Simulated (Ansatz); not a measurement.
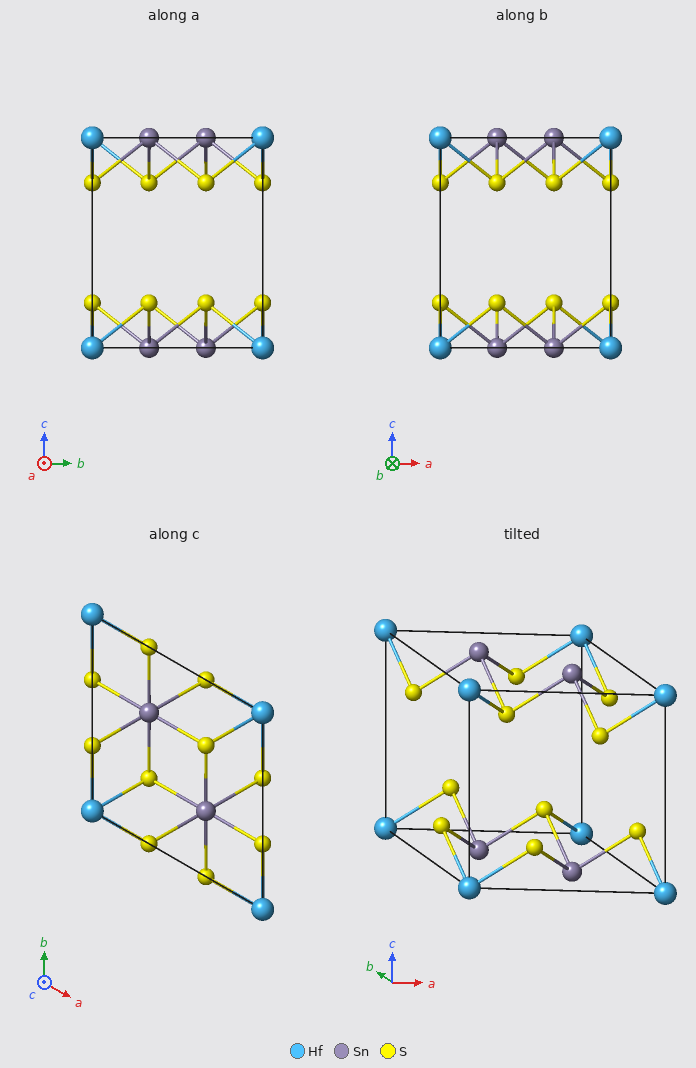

Drawn in the ball-and-stick manner and seen along the a axis, along the b axis, along the c axis and slightly off an axis. The edges of the conventional unit cell are marked.

Lattice parameters: a = 6.413 Å, b = 6.413 Å, c = 6.852 Å, α = 90.00°, β = 90.00°, γ = 120.00°.

Question: Turn the picture into a table of Wyckoff sites, with free fractional coordinates to two decimals.

Answer: Space group P-31m (No. 162).
```csv
atom,site,x,y,z
Hf,1a,0.00,0.00,0.00
Sn,2c,0.3333,0.6667,0.00
S,6k,0.33,0.00,0.21
```

Origin of the cell: a structure type filled with these elements by a generator (whether the compound takes this form wasn't checked). Earlier steps of the study, as a rule a relaxation of our own, may have changed the cell and positions, so they can lie some per cent off the listed ones. A calculation with Ansatz used it as input.
